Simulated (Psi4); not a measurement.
# SiHF (SMILES F[SiH]) at HF/cc-pVTZ

Aim: the vertical ionisation energy of SiHF at HF/cc-pVTZ, from 2 runs. 

Program for the calculation: Psi4 1.11.

### 1 The molecule

The species is SiHF (3 atoms), meant as a singlet with charge 0. SMILES: `F[SiH]`. The coordinates come from a PBE0-D4/def2-TZVP relaxation.

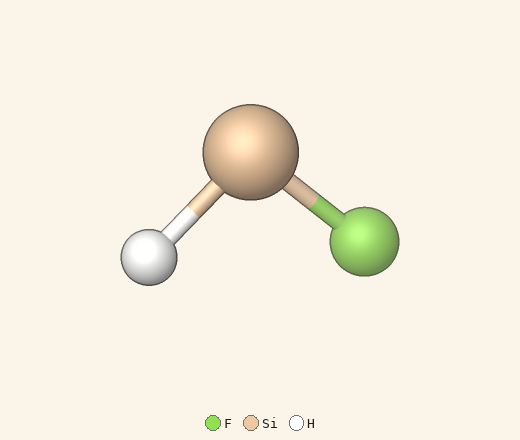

The structure, seen from a chosen angle (fluorine green, silicon light orange, hydrogen white).

### 2 The energy at HF/cc-pVTZ

Contents of fhsi.dat:

```
memory 1600 MB

molecule {
  0 1
  F     -1.090200     0.024400    -0.602300
  Si     0.186800     0.629400     0.173800
  H      0.892400    -0.718600     0.415300
  symmetry c1
}

set {
  basis    cc-pVTZ
  puream   true
  scf_type pk
}

E = energy('scf')
```

On the command line:

```console
$ psi4 -i fhsi.dat -o fhsi.out -n 1
```

fhsi.out:

```text
[...]
  Running in c1 symmetry.
[...]
  Nuclear repulsion =   48.194575348987868
[...]
  Multiplicity = 1
[...]
  Nalpha       = 12
  Nbeta        = 12
[...]
    Number of basis functions: 78
[...]
   @RHF iter   1:  -388.97050870487652   -7.35079e-01   4.00218e-03 ADIIS/DIIS
[...]
   @RHF iter   7:  -389.00487927611528   -1.77503e-08   3.65081e-07 DIIS
[...]
    Orbital Energies [Eh]
    ---------------------
    Doubly Occupied:
       1A    -68.838094     2A    -26.289266     3A     -6.179597
       4A     -4.281904     5A     -4.281766     6A     -4.279873
       7A     -1.588064     8A     -0.758837     9A     -0.672585
      10A     -0.656570    11A     -0.564161    12A     -0.350607
[...]
  @RHF Final Energy:  -389.00487927611528
   => Energetics <=
    Nuclear Repulsion Energy =             48.1945753489878683
    One-Electron Energy =                -636.9162777585128197
    Two-Electron Energy =                 199.7168231334096333
    Total Energy =                       -389.0048792761152754
[...]
 Multipole Moments:
 ------------------------------------------------------------------------------------
     Multipole            Electronic (a.u.)      Nuclear  (a.u.)        Total (a.u.)
 ------------------------------------------------------------------------------------
 L = 1.  Multiply by 2.5417464519 to convert [e a0] to [Debye]
 Dipole X            :         -1.6793799            2.1060013            0.4266214
 Dipole Y            :          0.7622050           -0.6919729            0.0702321
 Dipole Z            :         -0.0000000            0.0000000           -0.0000000
 Magnitude           :                                                    0.4323637
[...]
```

It took 3.3 s on 1 thread of Intel Xeon at 2.60GHz (Ice Lake), shared host; peak memory 0.46 GiB.

### 3 The doublet cation

Contents of calc.in:

```
memory 1600 MB

molecule {
  1 2
  F     -1.090200     0.024400    -0.602300
  Si     0.186800     0.629400     0.173800
  H      0.892400    -0.718600     0.415300
  symmetry c1
}

set {
  basis     cc-pVTZ
  reference uhf
  puream    true
  scf_type  pk
  maxiter   100
}

e_tot, wfn = energy('hf', return_wfn=True)
print_variables()
```

On the command line:

```console
$ psi4 calc.in calc.out -n 1
```

calc.out:

```text
[...]
  Running in c1 symmetry.
[...]
  Nuclear repulsion =   48.194575348987868
[...]
  Multiplicity = 2
[...]
  Nalpha       = 12
  Nbeta        = 11
[...]
    Number of basis functions: 78
[...]
   @UHF iter   1:  -388.61245107649393   -3.77021e-01   4.47127e-03 DIIS/ADIIS
[...]
   @UHF iter  10:  -388.68353017813388   -4.55256e-08   5.94726e-07 DIIS
[...]
   @S^2 Observed:                7.766955531E-01
[...]
    Orbital Energies [Eh]
    ---------------------
    Alpha Occupied:
       1A    -69.199157     2A    -26.562011     3A     -6.535614
       4A     -4.642568     5A     -4.636733     6A     -4.633802
       7A     -1.852069     8A     -1.039765     9A     -0.942176
      10A     -0.912811    11A     -0.877823    12A     -0.724080
    Alpha Virtual:
      13A     -0.255063    14A     -0.148079    15A     -0.071056
      16A      0.029367    17A      0.056547    18A      0.077784
      19A      0.125457    20A      0.125679    21A      0.154617
      22A      0.155284    23A      0.196927    24A      0.307816
      25A      0.392661    26A      0.644725    27A      0.647933
[...]
  @UHF Final Energy:  -388.68353017813388
   => Energetics <=
    Nuclear Repulsion Energy =             48.1945753489878683
    One-Electron Energy =                -629.5509050750754341
    Two-Electron Energy =                 192.6727995479536730
    Total Energy =                       -388.6835301781338785
  UHF NO Occupations:
  HONO-2 :   10  A 1.9995703
  HONO-1 :   11  A 1.9870812
  HONO-0 :   12  A 1.0000000
  LUNO+0 :   13  A 0.0129188
  LUNO+1 :   14  A 0.0004297
[...]
 Multipole Moments:
 ------------------------------------------------------------------------------------
     Multipole            Electronic (a.u.)      Nuclear  (a.u.)        Total (a.u.)
 ------------------------------------------------------------------------------------
 L = 1.  Multiply by 2.5417464519 to convert [e a0] to [Debye]
 Dipole X            :         -0.3533337            2.1060013            1.7526676
 Dipole Y            :          1.3325941           -0.6919729            0.6406211
 Dipole Z            :         -0.0000000            0.0000000           -0.0000000
 Magnitude           :                                                    1.8660759
[...]
```

Wall time 3.6 s (1 thread of Intel Xeon at 2.60GHz (Ice Lake), shared host); peak memory 0.47 GiB.

### 4 Summary of results

Level: HF/cc-pVTZ.

| quantity | value |
| --- | --- |
| singlet SiHF: total energy | -389.00488 Eh |
| singlet SiHF: dipole moment | 1.10 D |
| singlet SiHF: HOMO energy | -9.54 eV |
| singlet SiHF: LUMO energy | 0.60 eV |
| singlet SiHF: HOMO–LUMO gap | 10.14 eV |
| doublet cation: total energy | -388.68353 Eh |
| doublet cation: HOMO energy (highest over α and β) | -19.70 eV |
| doublet cation: LUMO energy (lowest over α and β) | -8.04 eV |
| doublet cation: ⟨S²⟩ | 0.777 |
| vertical ionisation energy (to the doublet cation) | 8.744 eV |

In words: The vertical ionisation energy comes to 8.74 eV (844 kJ/mol). The negative HOMO energy of the first species, 9.54 eV, lies 0.80 eV above that difference.
